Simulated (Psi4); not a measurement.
Frequency calculation, with input and output: N2 (part 3 of 3)

The same run, continued: N2, SMILES N#N; BLYP/def2-TZVP, RKS, dispersion D4 (Psi4 1.11). The geometry was optimised with BLYP/def2-TZVP.

Geometry of the input (Å):
```
N  0.4712  -0.1521  0.2427
N  -0.4712  0.1521  -0.2427
```

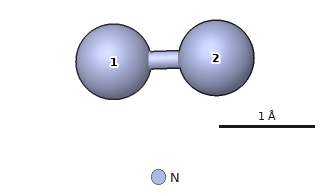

*The input geometry (ball-and-stick view, seen at a tilt; atoms are numbered from 1 in the order of the input).*

What the program printed, continued
```
    Nuclear Repulsion Energy =             23.5096011249199961
    One-Electron Energy =                -194.3980334200652464
    Two-Electron Energy =                  75.0201411387197510
    DFT Exchange-Correlation Energy =     -13.6929261304219452
    Empirical Dispersion Energy =          -0.0008665603642365
    VV10 Nonlocal Energy =                  0.0000000000000000
    Total Energy =                       -109.5620838472116958

Computation Completed

Properties will be evaluated at   0.000000,   0.000000,   0.000000 [a0]

Properties computed using the SCF density matrix

 Multipole Moments:

 ------------------------------------------------------------------------------------
     Multipole            Electronic (a.u.)      Nuclear  (a.u.)        Total (a.u.)
 ------------------------------------------------------------------------------------

 L = 1.  Multiply by 2.5417464519 to convert [e a0] to [Debye]
 Dipole X            :          0.0000000            0.0000000            0.0000000
 Dipole Y            :          0.0000000            0.0000000            0.0000000
 Dipole Z            :          0.0000000            0.0000000            0.0000000
 Magnitude           :                                                    0.0000000

 ------------------------------------------------------------------------------------

	total time  =          2 seconds =       0.03 minutes

         ------------------------------------------------------------
                                   SCF GRAD
         ------------------------------------------------------------

  ==> Geometry <==

    Molecular point group: c2h
    Full point group: D_inf_h

    Geometry (in Bohr), charge = 0, multiplicity = 1:

       Center              X                  Y                   Z               Mass
    ------------   -----------------  -----------------  -----------------  -----------------
         N            1.042126993178    -0.000944807462     0.000000000000    14.003074004430
         N           -1.042126993178     0.000944807462     0.000000000000    14.003074004430

  Nuclear repulsion =   23.509601124919996

   => Molecular Quadrature <=

    Radial Scheme          =       TREUTLER
    Pruning Scheme         =           NONE
    Nuclear Scheme         =       TREUTLER

    Blocking Scheme        =         OCTREE
    BS radius alpha        =              1
    Pruning alpha          =              1
    Radial Points          =             75
    Spherical Points       =            302
    Total Points           =          42988
    Total Blocks           =            386
    Max Points             =            255
    Max Functions          =             62
    Weights Tolerance      =       1.00E-15

  -Total Gradient:
     Atom            X                  Y                   Z
    ------   -----------------  -----------------  -----------------
       1       -0.000017164966     0.000000015562    -0.000000000000
       2        0.000017164966    -0.000000015562     0.000000000000

	total time  =          1 seconds =       0.02 minutes

    Psi4 run time: 0:00:02.51

    -----------------------------------------------------------------------
                               Psi4 1.11 release

    h
    h
    h

    -----------------------------------------------------------------------

    Memory:     1.5 GiB
    Threads:    1
                ecpint, einsums, f̶o̶r̶t̶e̶, gauxc, gcp, g̶d̶m̶a̶, geometric, g̶p̶u̶_̶d̶f̶c̶c̶,
                i̶n̶t̶e̶g̶r̶a̶t̶o̶r̶x̶x̶, i̶p̶i̶, libefp, m̶d̶i̶, m̶p̶2̶d̶, m̶r̶c̶c̶, ooo,
                o̶p̶e̶n̶f̶e̶r̶m̶i̶o̶n̶p̶s̶i̶4̶, pcmsolver, p̶s̶i̶4̶f̶o̶c̶k̶c̶i̶, p̶s̶i̶x̶a̶s̶,
                p̶y̶e̶i̶n̶s̶u̶m̶s̶, r̶e̶s̶p̶, s̶i̶m̶i̶n̶t̶, s̶n̶s̶m̶p̶2̶,
                v̶2̶r̶d̶m̶_̶c̶a̶s̶s̶c̶f̶

gradient() will perform analytic gradient computation.

  ==> Geometry <==

    Molecular point group: c2h
    Full point group: D_inf_h

    Geometry (in Bohr), charge = 0, multiplicity = 1:

       Center              X                  Y                   Z               Mass
    ------------   -----------------  -----------------  -----------------  -----------------
         N            1.042126993178     0.000000000000    -0.000944807462    14.003074004430
         N           -1.042126993178     0.000000000000     0.000944807462    14.003074004430

  Running in c2h symmetry.

  Rotational constants: A = ************  B =      1.97924  C =      1.97924 [cm^-1]
  Rotational constants: A = ************  B =  59336.22419  C =  59336.22419 [MHz]
  Nuclear repulsion =   23.509601124919996

  Charge       = 0
  Multiplicity = 1
  Electrons    = 14
  Nalpha       = 7
  Nbeta        = 7

   => Molecular Quadrature <=

    Radial Scheme          =       TREUTLER
    Pruning Scheme         =           NONE
    Nuclear Scheme         =       TREUTLER

    Blocking Scheme        =         OCTREE
    BS radius alpha        =              1
    Pruning alpha          =              1
    Radial Points          =             75
    Spherical Points       =            302
    Total Points           =          42988
    Total Blocks           =            388
    Max Points             =            251
    Max Functions          =             62
    Weights Tolerance      =       1.00E-15

   => Auxiliary Basis Set <=

  Basis Set: (DEF2-TZVP AUX)
    Blend: DEF2-UNIVERSAL-JKFIT
    Number of shells: 50
    Number of basis functions: 154
    Number of Cartesian functions: 186
    Spherical Harmonics?: true
    Max angular momentum: 4

  Cached 100.0% of DFT collocation blocks in 0.073 [GiB].

  Minimum eigenvalue in the overlap matrix is 3.7883795201E-04.
  Reciprocal condition number of the overlap matrix is 8.4977705623E-05.
    Using symmetric orthogonalization.

  ==> Iterations <==

                           Total Energy        Delta E     RMS |[F,P]|

   @DF-RKS iter SAD:  -109.11984611183756   -1.09120e+02   0.00000e+00
   @DF-RKS iter   1:  -109.47267643685721   -3.52830e-01   1.41946e-02 ADIIS/DIIS
   @DF-RKS iter   2:  -109.47209168560499    5.84751e-04   1.37826e-02 ADIIS/DIIS
   @DF-RKS iter   3:  -109.56196910031640   -8.98774e-02   4.32393e-04 ADIIS/DIIS
   @DF-RKS iter   4:  -109.56208305090668   -1.13951e-04   4.09486e-05 DIIS
   @DF-RKS iter   5:  -109.56208382067824   -7.69772e-07   7.87282e-06 DIIS
   @DF-RKS iter   6:  -109.56208384713682   -2.64586e-08   3.44310e-07 DIIS
   @DF-RKS iter   7:  -109.56208384720482   -6.79989e-11   9.65272e-09 DIIS
  Energy and wave function converged.

  ==> Post-Iterations <==

   Electrons on quadrature grid:
      Ntotal   =   13.9999998724 ; deviation = -1.276e-07

    Orbital Energies [Eh]
    ---------------------

    Doubly Occupied:

       1Ag   -14.105469     1Bu   -14.104278     2Ag    -1.027810
       2Bu    -0.490433     1Au    -0.419184     3Bu    -0.419184
       3Ag    -0.374454

    Virtual:

       1Bg    -0.069213     4Ag    -0.069213     5Ag     0.201853
       4Bu     0.228767     5Bu     0.258361     2Au     0.258361
       6Ag     0.296368     7Ag     0.389086     2Bg     0.389086
       6Bu     0.451800     7Bu     0.708228     3Bg     0.793650
       8Ag     0.793650     3Au     1.038401     8Bu     1.038401
       4Au     1.214102     9Bu     1.214102     9Ag     1.272772
       4Bg     1.603149    10Ag     1.603149    10Bu     1.649271
      11Ag     1.779865     5Au     1.857771    11Bu     1.857771
      12Bu     1.967685    12Ag     2.162086     5Bg     2.162086
      13Ag     2.451224    13Bu     2.793288     6Bg     3.380108
      14Ag     3.380108     6Au     3.505853    14Bu     3.505853
       7Au     3.524411    15Bu     3.524411    15Ag     3.991929
       7Bg     3.991929    16Ag     4.022258     8Bg     4.253950
      17Ag     4.253954     8Au     4.386316    16Bu     4.386320
      18Ag     4.428778     9Bg     4.428778     9Au     4.813782
      17Bu     4.813782    18Bu     4.846765    10Au     4.889877
      19Bu     4.889877    19Ag     6.018564    20Ag     6.122594
      10Bg     6.122594    20Bu     6.424533    21Ag    30.850724
      21Bu    31.614107

    Final Occupation by Irrep:
             Ag    Bg    Au    Bu
    DOCC [     3,    0,    1,    3 ]
    NA   [     3,    0,    1,    3 ]
    NB   [     3,    0,    1,    3 ]

  @DF-RKS Final Energy:  -109.56208384720482

   => Energetics <=

    Nuclear Repulsion Energy =             23.5096011249199961
    One-Electron Energy =                -194.3980334200568336
    Two-Electron Energy =                  75.0201411387170367
    DFT Exchange-Correlation Energy =     -13.6929261304207692
    Empirical Dispersion Energy =          -0.0008665603642365
    VV10 Nonlocal Energy =                  0.0000000000000000
    Total Energy =                       -109.5620838472048177

Computation Completed

Properties will be evaluated at   0.000000,   0.000000,   0.000000 [a0]

Properties computed using the SCF density matrix

 Multipole Moments:

 ------------------------------------------------------------------------------------
     Multipole            Electronic (a.u.)      Nuclear  (a.u.)        Total (a.u.)
 ------------------------------------------------------------------------------------

 L = 1.  Multiply by 2.5417464519 to convert [e a0] to [Debye]
 Dipole X            :          0.0000000            0.0000000            0.0000000
 Dipole Y            :          0.0000000            0.0000000            0.0000000
 Dipole Z            :          0.0000000            0.0000000            0.0000000
 Magnitude           :                                                    0.0000000

 ------------------------------------------------------------------------------------

	total time  =          2 seconds =       0.03 minutes

         ------------------------------------------------------------
                                   SCF GRAD
         ------------------------------------------------------------

  ==> Geometry <==

    Molecular point group: c2h
    Full point group: D_inf_h

    Geometry (in Bohr), charge = 0, multiplicity = 1:

       Center              X                  Y                   Z               Mass
    ------------   -----------------  -----------------  -----------------  -----------------
         N            1.042126993178     0.000000000000    -0.000944807462    14.003074004430
         N           -1.042126993178     0.000000000000     0.000944807462    14.003074004430

  Nuclear repulsion =   23.509601124919996

   => Molecular Quadrature <=

    Radial Scheme          =       TREUTLER
    Pruning Scheme         =           NONE
    Nuclear Scheme         =       TREUTLER

    Blocking Scheme        =         OCTREE
    BS radius alpha        =              1
    Pruning alpha          =              1
    Radial Points          =             75
    Spherical Points       =            302
    Total Points           =          42988
    Total Blocks           =            388
    Max Points             =            251
    Max Functions          =             62
    Weights Tolerance      =       1.00E-15

  -Total Gradient:
     Atom            X                  Y                   Z
    ------   -----------------  -----------------  -----------------
       1       -0.000017154484     0.000000000000     0.000000015553
       2        0.000017154484     0.000000000000    -0.000000015553

	total time  =          0 seconds =       0.00 minutes

    Psi4 run time: 0:00:02.46

  //>>>>>>>>>>>>>>>>>>>>>>>>>>>>>>>>>>>//
  //      FiniteDifference Results     //
  //<<<<<<<<<<<<<<<<<<<<<<<<<<<<<<<<<<<//

  Computing second-derivative from gradients using projected,
  symmetry-adapted, cartesian coordinates.

  5 gradients passed in, including the reference geometry.
  Generating complete list of displacements from unique ones.

    Operation 3 takes plus displacements of irrep B1g to minus ones.
    Operation 2 takes plus displacements of irrep B2g to minus ones.

-------------------------------------------------------------

  ==> Harmonic Vibrational Analysis <==

  non-mass-weighted Hessian:       Symmetric? True   Hermitian? True   Lin Dep Dim?  3 (0)
  projection of translations (True) and rotations (True) removed 5 degrees of freedom (5)
  total projector:                 Symmetric? True   Hermitian? True   Lin Dep Dim?  5 (5)
  mass-weighted Hessian:           Symmetric? True   Hermitian? True   Lin Dep Dim?  3 (0)
  pre-proj  low-frequency mode:    0.0000i [cm^-1]
  pre-proj  low-frequency mode:    0.0000i [cm^-1]
  pre-proj  low-frequency mode:    0.0000i [cm^-1]
  pre-proj  low-frequency mode:    0.0000  [cm^-1]
  pre-proj  low-frequency mode:    0.0000  [cm^-1]
  pre-proj  all modes:['5.5751i' '5.5734i' '0.0000i' '0.0000' '0.0000' '2336.9399']
  projected mass-weighted Hessian: Symmetric? True   Hermitian? True   Lin Dep Dim?  5 (5)
  post-proj low-frequency mode:    0.0000i [cm^-1] (TR)
  post-proj low-frequency mode:    0.0000i [cm^-1] (TR)
  post-proj low-frequency mode:    0.0000i [cm^-1] (TR)
  post-proj low-frequency mode:    0.0000  [cm^-1] (TR)
  post-proj low-frequency mode:    0.0000  [cm^-1] (TR)
  post-proj  all modes:['0.0000i' '0.0000i' '0.0000i' '0.0000' '0.0000' '2336.9399']

  Vibration                       6
  Freq [cm^-1]                2336.9399
  Irrep                           Ag
  Reduced mass [u]             14.0031
  Force const [mDyne/A]        45.0577
  Turning point v=0 [a0]        0.0607
  RMS dev v=0 [a0 u^1/2]        0.1605
  IR activ [km/mol]             0.0000
  Char temp [K]               3362.3362
  ----------------------------------------------------------------------------------
      1   N                0.71  0.00  0.00
      2   N               -0.71 -0.00  0.00

  ==> Thermochemistry Components <==

  Entropy, S
    Electronic S                             0.000 [cal/(mol K)]        0.000 [J/(mol K)]       0.00000000 [mEh/K] (multiplicity = 1)
    Translational S                         35.924 [cal/(mol K)]      150.307 [J/(mol K)]       0.05724883 [mEh/K] (mol. weight = 28.0061 [u], P = 101325.00 [Pa])
    Rotational S                             9.852 [cal/(mol K)]       41.223 [J/(mol K)]       0.01570086 [mEh/K] (symmetry no. = 2)
    Vibrational S                            0.000 [cal/(mol K)]        0.001 [J/(mol K)]       0.00000049 [mEh/K]
  Total S                                   45.777 [cal/(mol K)]      191.531 [J/(mol K)]       0.07295018 [mEh/K]
  Correction S                               0.000 [cal/(mol K)]        0.000 [J/(mol K)]       0.00000000 [mEh/K]

  Constant volume heat capacity, Cv
    Electronic Cv                            0.000 [cal/(mol K)]        0.000 [J/(mol K)]       0.00000000 [mEh/K]
    Translational Cv                         2.981 [cal/(mol K)]       12.472 [J/(mol K)]       0.00475022 [mEh/K]
    Rotational Cv                            1.987 [cal/(mol K)]        8.314 [J/(mol K)]       0.00316681 [mEh/K]
    Vibrational Cv                           0.003 [cal/(mol K)]        0.013 [J/(mol K)]       0.00000510 [mEh/K]
  Total Cv                                   4.971 [cal/(mol K)]       20.800 [J/(mol K)]       0.00792212 [mEh/K]
  Correction Cv                              0.000 [cal/(mol K)]        0.000 [J/(mol K)]       0.00000000 [mEh/K]

  Constant pressure heat capacity, Cp
    Electronic Cp                            0.000 [cal/(mol K)]        0.000 [J/(mol K)]       0.00000000 [mEh/K]
    Translational Cp                         4.968 [cal/(mol K)]       20.786 [J/(mol K)]       0.00791703 [mEh/K]
    Rotational Cp                            1.987 [cal/(mol K)]        8.314 [J/(mol K)]       0.00316681 [mEh/K]
    Vibrational Cp                           0.003 [cal/(mol K)]        0.013 [J/(mol K)]       0.00000510 [mEh/K]
  Total Cp                                   6.958 [cal/(mol K)]       29.114 [J/(mol K)]       0.01108893 [mEh/K]
  Correction Cp                              0.000 [cal/(mol K)]        0.000 [J/(mol K)]       0.00000000 [mEh/K]

  ==> Thermochemistry Energy Analysis <==

  Raw electronic energy, E_e
  Total E_e, Electronic energy at well bottom                                          -109.56208385 [Eh]

  Zero-point vibrational energy, ZPVE = Sum_i omega_i / 2,  E_0 = E_e + ZPVE
    Vibrational ZPVE                         3.341 [kcal/mol]       13.978 [kJ/mol]       0.00532394 [Eh]        1168.470 [cm^-1]
  Correction ZPVE to E_e                     3.341 [kcal/mol]       13.978 [kJ/mol]       0.00532394 [Eh]        1168.470 [cm^-1]
  Total E_0, Enthalpy at 0 [K]                                                         -109.55675991 [Eh]
  *** Absolute enthalpy, not an enthalpy of formation ***

  Thermal (internal) energy, E (includes ZPVE and finite-temperature corrections)
    Electronic contrib to E beyond E_e       0.000 [kcal/mol]        0.000 [kJ/mol]       0.00000000 [Eh]
    Translational contrib to E               0.889 [kcal/mol]        3.718 [kJ/mol]       0.00141628 [Eh]
    Rotational contrib to E                  0.592 [kcal/mol]        2.479 [kJ/mol]       0.00094418 [Eh]
    Vibrational contrib to E                 3.341 [kcal/mol]       13.978 [kJ/mol]       0.00532408 [Eh]
  Correction E                               4.822 [kcal/mol]       20.176 [kJ/mol]       0.00768454 [Eh]
  Total E, Thermal (internal) energy at  298.15 [K]                                    -109.55439931 [Eh]

  Enthalpy, H_trans = E_trans + k_B * T = E_trans + P * V
    Electronic contrib to H beyond E_e       0.000 [kcal/mol]        0.000 [kJ/mol]       0.00000000 [Eh]
    Translational contrib to H               1.481 [kcal/mol]        6.197 [kJ/mol]       0.00236046 [Eh]
    Rotational contrib to H                  0.592 [kcal/mol]        2.479 [kJ/mol]       0.00094418 [Eh]
    Vibrational contrib to H                 3.341 [kcal/mol]       13.978 [kJ/mol]       0.00532408 [Eh]
  Correction H                               5.415 [kcal/mol]       22.655 [kJ/mol]       0.00862872 [Eh]
  Total H, Enthalpy at  298.15 [K]                                                     -109.55345513 [Eh]
  *** Absolute enthalpy, not an enthalpy of formation ***

  Gibbs free energy, G = H - T * S
    Electronic contrib to G beyond E_e       0.000 [kcal/mol]        0.000 [kJ/mol]       0.00000000 [Eh]
    Translational contrib to G              -9.230 [kcal/mol]      -38.617 [kJ/mol]      -0.01470828 [Eh]
    Rotational contrib to G                 -2.345 [kcal/mol]       -9.812 [kJ/mol]      -0.00373703 [Eh]
    Vibrational contrib to G                 3.341 [kcal/mol]       13.978 [kJ/mol]       0.00532393 [Eh]
  Correction G                              -8.234 [kcal/mol]      -34.450 [kJ/mol]      -0.01312137 [Eh]
  Total G, Gibbs energy at  298.15 [K]                                                 -109.57520522 [Eh]
  *** Absolute Gibbs energy, not a free energy of formation ***

[set-up sections that repeat, and orbital energies of the middle runs, are left out above]
```

Standard output
```
E = -109.562083847
wavenumbers / cm^-1: [2336.9]
```
